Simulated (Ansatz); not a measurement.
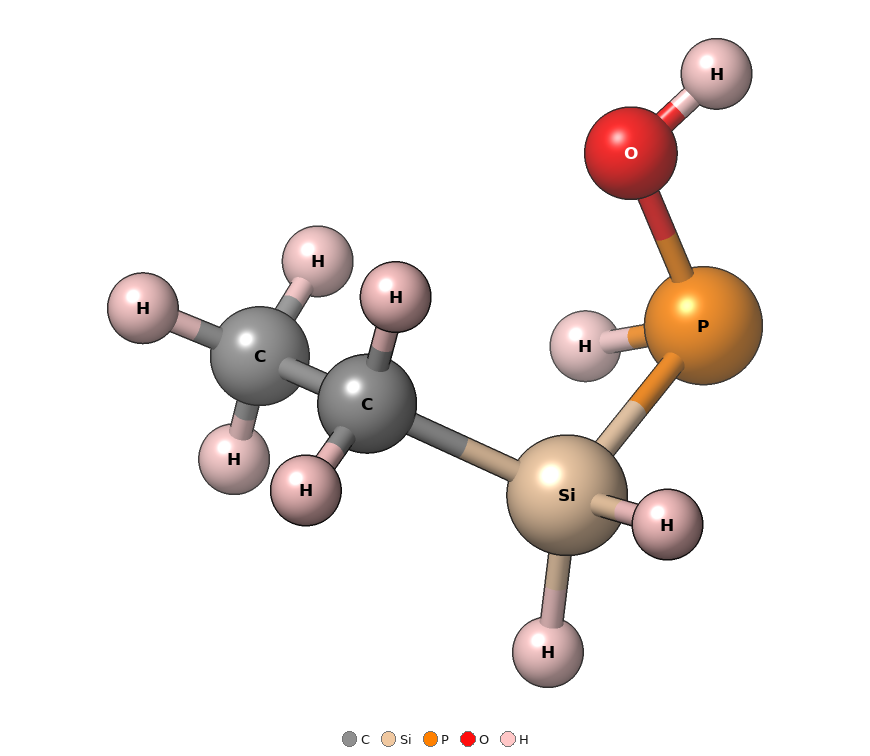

Orthographic view. Atoms fade into the background with distance from the viewer. The computed structure is the end point of a PBE-D4/def2-SVP optimisation. No frequency run is at hand to confirm it as a minimum.

Give the standard InChI.

Answer. InChI=1S/C2H9OPSi/c1-2-5-4-3/h3-4H,2,5H2,1H3/t4-/m0/s1
